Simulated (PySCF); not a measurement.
**One shape, several levels: SiAsNH6 (SMILES N[AsH][SiH3])**

Aim: a comparison of 6 runs (HF/STO-3G, HF/def2-SVP, HF/def2-TZVP, B3LYP/6-31G*, PBE0/def2-SVP, wB97X/6-311G**) of SiAsNH6. Input form: a Python script.

The results are computed with PySCF 2.14.0.

### 1 The system as given

The species is SiAsNH6 (9 atoms), meant as a singlet with charge 0. As SMILES, `N[AsH][SiH3]`. Geometry: relaxed at PBE0-D4/def2-TZVP. This is one conformer, not always the lowest.

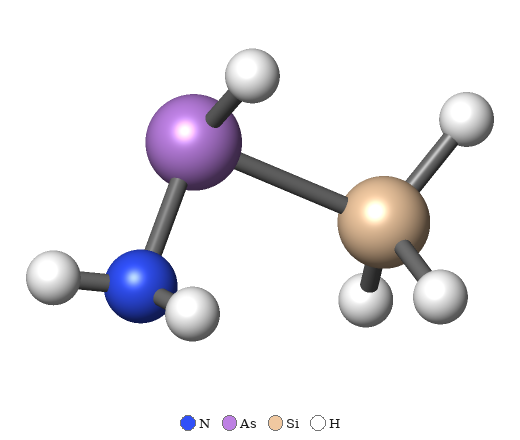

The structure, seen from a chosen angle (nitrogen blue, arsenic purple, silicon light orange, hydrogen white).

### 2 Energy and gradient at HF/STO-3G (run 1)

File run.py:

```python
# N[AsH][SiH3]
import pyscf.grad
from pyscf import gto

mol = gto.Mole()
mol.atom = '''
N   -1.101100   0.719000  -1.145600
As   0.735100   0.438100  -0.988900
Si   0.557300  -1.064700   0.828600
H   -1.303700   1.291400  -1.954300
H   -1.525300   1.144300  -0.332300
H    1.144100   1.592600  -0.059800
H    1.889500  -1.194000   1.477900
H    0.123900  -2.393300   0.326700
H   -0.431200  -0.579700   1.830600
'''
mol.verbose = 3
mol.spin = 0
mol.charge = 0
mol.basis = 'sto-3g'
mol.max_memory = 1860
mol.build()

mf = mol.RHF()
mf.conv_tol = 1e-10
mf.kernel()
if not mf.converged:
    mf = mf.newton().run(mf.mo_coeff, mf.mo_occ)

e_final = mf.e_tot
print(f'total energy: {e_final:.8f} hartree')
grad = mf.Gradients().kernel()
mf.analyze()
```

Started as:

```bash
$ OMP_NUM_THREADS=1 python run.py
```

Output:

```text
converged SCF energy = -2552.12092761763
total energy: -2552.12092762 hartree
--------------- RHF gradients ---------------
         x                y                z
0 N    -0.0303869480     0.0201146836     0.0014454520
1 As     0.0050485350    -0.0102663006    -0.0366813934
2 Si    -0.0014848545     0.0130685991    -0.0069702631
3 H     0.0070357503    -0.0114707608     0.0087529649
4 H     0.0075985042    -0.0118870678    -0.0109931706
5 H     0.0139515266     0.0204369781     0.0222829297
6 H     0.0305272740    -0.0021808712     0.0132317122
7 H    -0.0097912652    -0.0281862104    -0.0132391314
8 H    -0.0224985223     0.0103709501     0.0221708998
----------------------------------------------
**** MO energy ****
MO #1   energy= -427.574708903323  occ= 2
MO #2   energy= -67.9698911175445  occ= 2
MO #3   energy= -54.4485820283799  occ= 2
MO #4   energy= -49.3465954927889  occ= 2
MO #5   energy= -49.3464677837566  occ= 2
MO #6   energy= -49.3454523986287  occ= 2
MO #7   energy= -15.2666075959757  occ= 2
MO #8   energy= -7.31440280127642  occ= 2
MO #9   energy= -5.95590258154874  occ= 2
MO #10  energy= -5.25293077334863  occ= 2
MO #11  energy= -5.25191605569139  occ= 2
MO #12  energy= -5.24610050866214  occ= 2
MO #13  energy= -3.9815355416321   occ= 2
MO #14  energy= -3.98044396156477  occ= 2
MO #15  energy= -3.98041081429254  occ= 2
MO #16  energy= -1.13794695988812  occ= 2
MO #17  energy= -1.13089162456991  occ= 2
MO #18  energy= -1.12660676213525  occ= 2
MO #19  energy= -1.12335607076346  occ= 2
MO #20  energy= -1.12146821781847  occ= 2
MO #21  energy= -1.06033125668014  occ= 2
MO #22  energy= -0.737186498635388 occ= 2
MO #23  energy= -0.636809870347105 occ= 2
MO #24  energy= -0.580226976070841 occ= 2
MO #25  energy= -0.479851073837884 occ= 2
MO #26  energy= -0.428953715832189 occ= 2
MO #27  energy= -0.418455864031898 occ= 2
MO #28  energy= -0.36302218847415  occ= 2
MO #29  energy= -0.307874506956018 occ= 2
MO #30  energy= -0.25859873900769  occ= 2
MO #31  energy= 0.347685365003061  occ= 0
MO #32  energy= 0.399036031844744  occ= 0
MO #33  energy= 0.477658059218845  occ= 0
MO #34  energy= 0.529274767160224  occ= 0
MO #35  energy= 0.559418151466857  occ= 0
MO #36  energy= 0.564362767715399  occ= 0
MO #37  energy= 0.698743539079666  occ= 0
MO #38  energy= 0.751452393850304  occ= 0
 ** Mulliken atomic charges  **
charge of    0N =     -0.39674
charge of    1As =      0.25992
charge of    2Si =      0.46416
charge of    3H =      0.10142
charge of    4H =      0.09612
charge of    5H =     -0.11901
charge of    6H =     -0.13657
charge of    7H =     -0.13269
charge of    8H =     -0.13661
Dipole moment(X, Y, Z, Debye):  0.06942,  1.25139,  1.02542
```

Run time: 3.3 s. Hardware: 1 thread of Intel Xeon Platinum 8259CL at 2.50GHz (Skylake/Cascade Lake), shared host; peak memory 0.12 GiB.

### 3 Energy and gradient at HF/def2-SVP (run 2)

File job.py:

```python
import pyscf.grad
from pyscf import gto, scf

system = gto.M(
    atom=[
    ('N', (-1.101100, 0.719000, -1.145600)),
    ('As', (0.735100, 0.438100, -0.988900)),
    ('Si', (0.557300, -1.064700, 0.828600)),
    ('H', (-1.303700, 1.291400, -1.954300)),
    ('H', (-1.525300, 1.144300, -0.332300)),
    ('H', (1.144100, 1.592600, -0.059800)),
    ('H', (1.889500, -1.194000, 1.477900)),
    ('H', (0.123900, -2.393300, 0.326700)),
    ('H', (-0.431200, -0.579700, 1.830600)),
],
    spin=0,
    basis='def2-svp',
    verbose=4,
    max_memory=1860,
)

mf = scf.RHF(system)
mf.conv_tol = 1e-10
mf.kernel()
if not mf.converged:
    mf = mf.newton().run(mf.mo_coeff, mf.mo_occ)

energy = mf.e_tot
print('E(%s) = %.9f' % ('HF', energy))
grad = mf.Gradients().kernel()
mf.analyze()
```

Started as:

```bash
$ OMP_NUM_THREADS=1 python job.py
```

Output:

```text
PySCF version 2.14.0

[... 79 lines left out ...]
Total Energy =                       -2580.651629913354100
[... 10 lines left out ...]
MO #4   energy= -50.1432877722657  occ= 2
[... 8 lines left out ...]
MO #13  energy= -4.24212406034079  occ= 2
[... 8 lines left out ...]
MO #22  energy= -0.809130070639365 occ= 2
[... 8 lines left out ...]
MO #31  energy= 0.12212449323389   occ= 0
[... 8 lines left out ...]
MO #40  energy= 0.444147053104275  occ= 0
[... 8 lines left out ...]
MO #49  energy= 0.699986896102877  occ= 0
[... 8 lines left out ...]
MO #58  energy= 0.968120388019906  occ= 0
[... 8 lines left out ...]
MO #67  energy= 1.59408499979359   occ= 0
[... 8 lines left out ...]
MO #76  energy= 2.00338647362863   occ= 0
[... 8 lines left out ...]
MO #85  energy= 2.9116111869551    occ= 0
[... 8 lines left out ...]
MO #94  energy= 3.7356022788209    occ= 0
[... 67 lines left out ...]
pop of  3 H 2s            0.01050
pop of  3 H 2px           0.00074
pop of  3 H 2py           0.00145
pop of  3 H 2pz           0.00151
pop of  4 H 1s            0.78675
pop of  4 H 2s            0.01076
pop of  4 H 2px           0.00113
pop of  4 H 2py           0.00129
pop of  4 H 2pz           0.00132
pop of  5 H 1s            1.07709
pop of  5 H 2s            0.00350
pop of  5 H 2px           0.00038
pop of  5 H 2py           0.00268
pop of  5 H 2pz           0.00168
pop of  6 H 1s            1.12273
pop of  6 H 2s            0.00246
pop of  6 H 2px           0.00362
pop of  6 H 2py           0.00008
pop of  6 H 2pz           0.00094
pop of  7 H 1s            1.11612
pop of  7 H 2s            0.00252
pop of  7 H 2px           0.00044
pop of  7 H 2py           0.00371
pop of  7 H 2pz           0.00054
pop of  8 H 1s            1.12297
pop of  8 H 2s            0.00243
pop of  8 H 2px           0.00201
pop of  8 H 2py           0.00049
pop of  8 H 2pz           0.00208
 ** Mulliken atomic charges  **
charge of    0N =     -0.65329
charge of    1As =      0.25654
charge of    2Si =      0.46296
charge of    3H =      0.20349
charge of    4H =      0.19875
charge of    5H =     -0.08533
charge of    6H =     -0.12982
charge of    7H =     -0.12333
charge of    8H =     -0.12998
Dipole moment(X, Y, Z, Debye): -0.30538,  1.30861,  0.45334
```

Wall time 13 s (1 thread of Intel Xeon Platinum 8259CL at 2.50GHz (Skylake/Cascade Lake), shared host); peak memory 0.19 GiB.

Runs 3 to 5 aren't shown in full; the table further down has their settings and results.

### 4 Energy and forces at wB97X/6-311G(d,p) (run 6)

File mol.xyz:

```xyz
9
AsH6NSi
N     -1.101100     0.719000    -1.145600
As     0.735100     0.438100    -0.988900
Si     0.557300    -1.064700     0.828600
H     -1.303700     1.291400    -1.954300
H     -1.525300     1.144300    -0.332300
H      1.144100     1.592600    -0.059800
H      1.889500    -1.194000     1.477900
H      0.123900    -2.393300     0.326700
H     -0.431200    -0.579700     1.830600
```

File run.py:

```python
import pyscf.grad
from pyscf import gto, dft

mol = gto.M(
    atom='mol.xyz',
    verbose=3,
    basis='6-311g**',
    max_memory=1860,
)

mf = dft.RKS(mol)
mf.xc = 'wb97x'
mf.conv_tol = 1e-10
mf.grids.level = 5
mf.kernel()
if not mf.converged:
    mf = mf.newton().run(mf.mo_coeff, mf.mo_occ)

e_tot = mf.e_tot
print('E(%s) = %.9f' % ('WB97X', e_tot))
grad = mf.Gradients().kernel()
mf.analyze()
```

Started as:

```bash
$ OMP_NUM_THREADS=1 python run.py
```

Output:

```text
converged SCF energy = -2583.72424740965
[... 12 lines left out ...]
MO #3   energy= -53.8470321215846  occ= 2
[... 10 lines left out ...]
MO #14  energy= -3.73371069200077  occ= 2
[... 10 lines left out ...]
MO #25  energy= -0.515987121646649 occ= 2
[... 10 lines left out ...]
MO #36  energy= 0.153931705199652  occ= 0
[... 10 lines left out ...]
MO #47  energy= 0.426407839550729  occ= 0
[... 10 lines left out ...]
MO #58  energy= 0.750361064221144  occ= 0
[... 10 lines left out ...]
MO #69  energy= 1.32801469129367   occ= 0
[... 10 lines left out ...]
MO #80  energy= 1.73144352010821   occ= 0
[... 10 lines left out ...]
MO #91  energy= 2.44718296523518   occ= 0
[... 10 lines left out ...]
MO #102 energy= 2.88936359987003   occ= 0
[... 10 lines left out ...]
MO #113 energy= 6.27712798522122   occ= 0
[... 10 lines left out ...]
MO #124 energy= 900.910710527195   occ= 0
[... 10 lines left out ...]
Dipole moment(X, Y, Z, Debye): -0.35592,  1.29992,  0.39333
```

Run time: 95 s. Hardware: 1 thread of Intel Xeon Platinum 8259CL at 2.50GHz (Skylake/Cascade Lake), shared host; peak memory 1.3 GiB.

### 5 The series

| run | level | integration grid | energy (Eh) | dipole moment (D) | HOMO energy (eV) | LUMO energy (eV) | wall time |
| --- | --- | --- | --- | --- | --- | --- | --- |
| 1 | HF/STO-3G | – | -2552.120928 | 1.62 | -7.04 | 9.46 | 3.3 s |
| 2 | HF/def2-SVP | – | -2580.651630 | 1.42 | -9.54 | 3.32 | 13 s |
| 3 | HF/def2-TZVP | – | -2581.104160 | 1.35 | -9.54 | 2.73 | 59 s |
| 4 | B3LYP/6-31G* (spherical functions) | 5 | -2583.465147 | 1.53 | -6.70 | -0.24 | 36 s |
| 5 | PBE0/def2-SVP | 5 | -2582.845104 | 1.47 | -7.05 | 0.01 | 41 s |
| 6 | wB97X/6-311G** | 5 | -2583.724247 | 1.40 | -9.34 | 1.78 | 95 s |

### 6 Summary of results

| quantity | value |
| --- | --- |
| run 6: total energy | -2583.72425 Eh |
| run 6: dipole moment | 1.40 D |
| run 6: HOMO energy | -9.34 eV |
| run 6: LUMO energy | 1.78 eV |
| run 6: HOMO–LUMO gap | 11.11 eV |
| run 6: largest force on an atom | 0.194 eV/Å |

What this shows: The dipole moment (its size) runs from 1.35 D (HF/def2-TZVP) to 1.62 D (HF/STO-3G). The HOMO–LUMO gap runs from 6.46 eV (B3LYP/6-31G*) to 16.50 eV (HF/STO-3G). The two ends differ in method and basis. Totals of different functionals can't be ranked against each other. In run 1 the basis is minimal, so the values are rough. All runs together took 4.1 min, the longest 95 s.
